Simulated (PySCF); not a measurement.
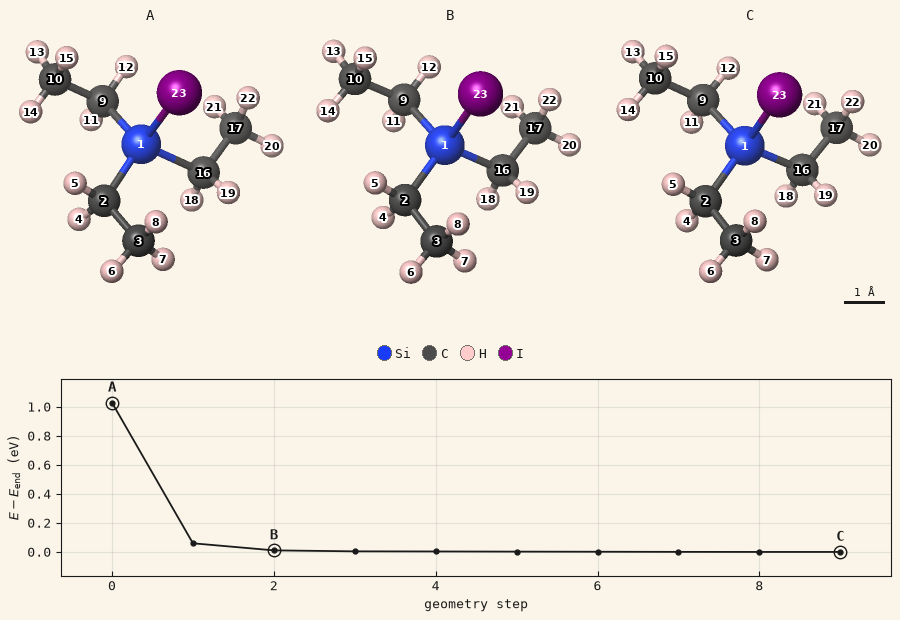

Frames of a relaxation of C$_{6}$H$_{15}$ISi, marked on the history of the run. Style: ball-and-stick. Shown at a tilt.

The start comes from GFN2-xTB. Its atoms were then displaced at random by about 0.03 Å.

Method: PBE0-D3(BJ)/def2-SVP geometry optimisation, gas phase (PySCF). 

> Describe the path.

The energy falls by 1.029 eV in 9 geometry steps. The atom that moves furthest after the best rigid fit is H4 (0.21 Å). Largest moves by element: H 0.21 Å, Si 0.11 Å, I 0.08 Å, C 0.07 Å. Among the contacts that change: Si1–C16 2.032 → 1.882 Å, C3–H8 1.006 → 1.101 Å, C2–H4 1.175 → 1.106 Å, C17–H22 1.170 → 1.101 Å. Among the angles between lasting bonds that change: H7–C3–H8 116.2° → 107.3°, H13–C10–H14 114.9° → 107.3°, Si1–C9–H11 112.8° → 106.0°. From step 0 to 2: H4 moves most (0.12 Å), energy −1.018 eV. From step 2 to 9: H atoms move most (0.14 Å), energy −0.011 eV.
